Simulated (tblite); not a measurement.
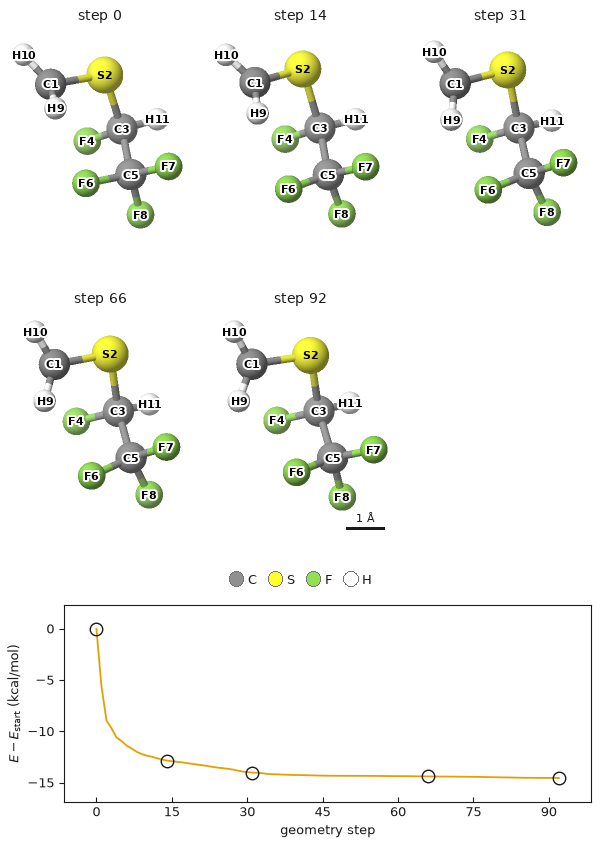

Frames of a relaxation of C3H3F4S (multiplicity 2), marked on the history of the run. Style: ball-and-stick. Shown from a free direction.

These are results of tblite 0.8.0, GFN2-xTB geometry optimisation, gas phase, not measurements. 

Describe the path.

Answer. The atom that moves furthest after the best rigid fit is H9 (0.98 Å). Largest moves by element: H 0.98 Å, F 0.46 Å, S 0.29 Å, C 0.22 Å. Some distances before and after: C1–S2 1.793 → 1.694 Å, S2–C3 1.796 → 1.853 Å, C5–F6 1.384 → 1.332 Å, C5–F7 1.387 → 1.337 Å. Bond angles that change, for instance: C1–S2–C3 113.9° → 101.9°, C3–C5–F6 106.2° → 113.5°, F7–C5–F8 112.2° → 107.0°. Groups turn about C1–S2 by about 30°, S2–C3 by about 25°. The energy falls by 14.5 kcal/mol in 92 geometry steps. Cost: 0.49 s on 1 thread of Arm Neoverse V1 (shared host). From step 0 to 14: H9 moves most (0.29 Å), energy −12.8 kcal/mol. From step 14 to 31: H9 moves most (0.38 Å), energy −1.17 kcal/mol. From step 31 to 66: H9 moves most (0.24 Å), energy −0.38 kcal/mol. From step 66 to 92: F7 moves most (0.27 Å), energy −0.15 kcal/mol.

```csv
step,"E − E(0), kcal/mol"
0,0.00
1,-5.57
2,-8.93
3,-9.70
4,-10.60
5,-10.96
6,-11.38
7,-11.68
8,-11.99
9,-12.22
10,-12.37
14,-12.85
19,-13.17
23,-13.46
27,-13.72
32,-14.04
36,-14.19
40,-14.26
45,-14.32
49,-14.33
53,-14.34
57,-14.35
62,-14.37
66,-14.40
70,-14.41
75,-14.43
79,-14.47
83,-14.51
88,-14.54
92,-14.54
```
